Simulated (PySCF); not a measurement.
## Electronic structure of C₃H₁₀NSi₃ (SMILES C[SiH2][C](C#N)[SiH2][SiH3]) (doublet) in real space

```xyz
17

C    -2.2835    1.2826   -0.0894
Si   -1.6934   -0.5059   -0.3281
C    -0.1588   -0.7892    0.7299
C    -0.2387   -0.4134    2.0403
N    -0.3135   -0.1040    3.1567
Si    1.4987   -1.3458    0.0923
Si    2.5492    0.5445   -0.7904
H    -2.4849    1.4828    0.9594
H    -1.5346    1.9969   -0.4215
H    -3.1959    1.4759   -0.6458
H    -2.7503   -1.4394    0.0821
H    -1.3056   -0.7532   -1.7234
H     1.2573   -2.3629   -0.9399
H     2.2852   -1.9572    1.1693
H     1.7501    1.1265   -1.8716
H     3.8560    0.1917   -1.3506
H     2.7557    1.5822    0.2196
```

Geometry: GFN2-xTB.

These are results of UKS B3LYP, pcH-1 on C H N Si, non-relativistic, mean-field spin-orbit, GIAO (PySCF), not measurements.

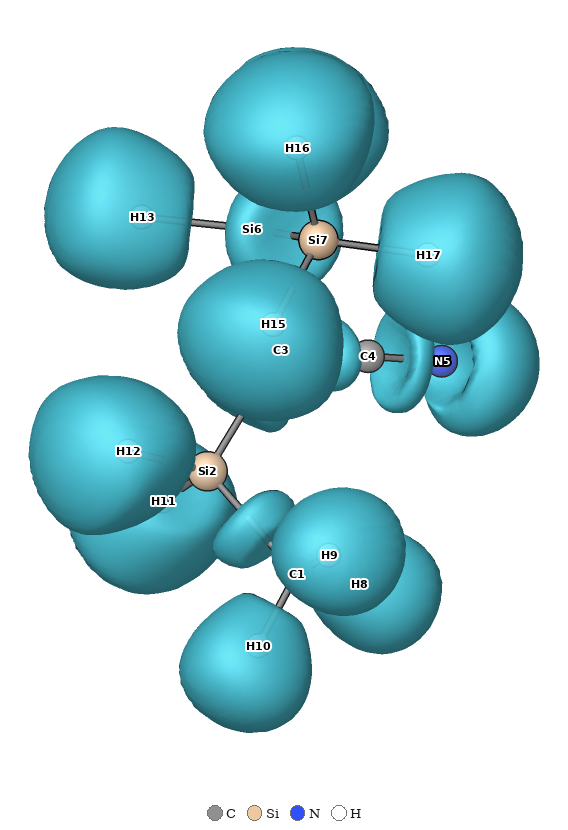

Figure 1. Isosurface of the ELF at 0.8 (cyan), seen at an oblique angle. Core shells and regions of very low density are left out.

> Describe the localisation domains.

At this value the surface marks out one region between bonded C–C atoms (shared pairs), one region between bonded C–N atoms (shared pairs), three regions between bonded C–Si atoms (shared pairs), one region between bonded Si–Si atoms (shared pairs), ten regions around hydrogen nuclei and one lobe on N, pointing away from the bonds (non-bonding electrons). Profiles from the grid: C–N (1.16 Å): the ELF peaks at about 0.85 between the atoms: a multiple bond. C–C (1.37 Å): the ELF peaks at about 0.95 between the atoms: a covalent bond.

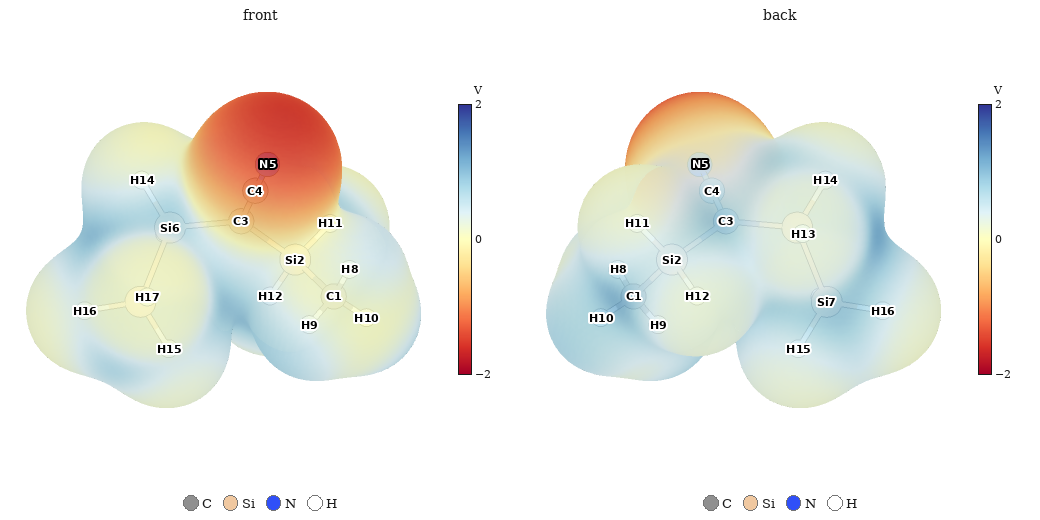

Figure 2. The electrostatic potential painted on the density surface at 0.001 e/bohr³, seen from the front and from behind; red is negative and blue positive.

> Describe the electrostatic potential map.

The most negative region (about −1.6 V) lies over N5, the most positive (about +1.1 V) over Si2 and Si6. N5 is the likeliest acceptor of a hydrogen bond.

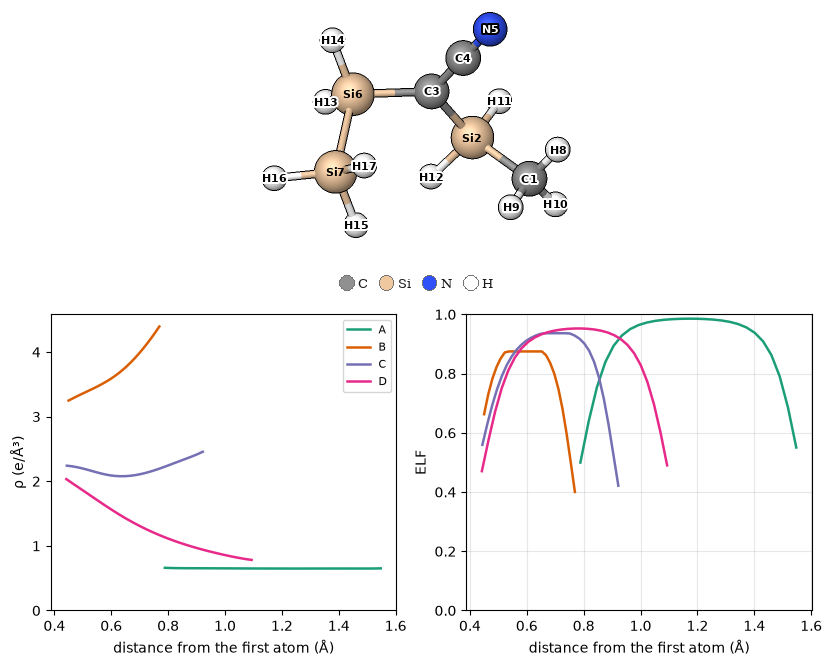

Figure 3. Total electron density and electron localisation function along straight lines between neighbouring atoms. The curves leave out the atomic cores. The structure is drawn too.

> Which curve belongs to which contact (C–C, C–N, C–Si and Si–Si)? The first atom named is at distance zero.

Curve A: Si–Si (2.34 Å): the density is about 0.65 e/Å³ at the midpoint; the ELF peaks at about 1 between the atoms (a covalent bond). Curve B: C–N (1.16 Å): ρ is about 3.5 e/Å³ halfway; the ELF peaks at about 0.85 between the atoms (a multiple bond). Curve C: C–C (1.37 Å): ρ at the midpoint is about 2.1 e/Å³; the ELF peaks at about 0.95 between the atoms; a covalent bond. Curve D: C–Si (1.86 Å): ρ is about 0.93 e/Å³ halfway; the ELF peaks at about 0.95 between the atoms; a covalent bond.
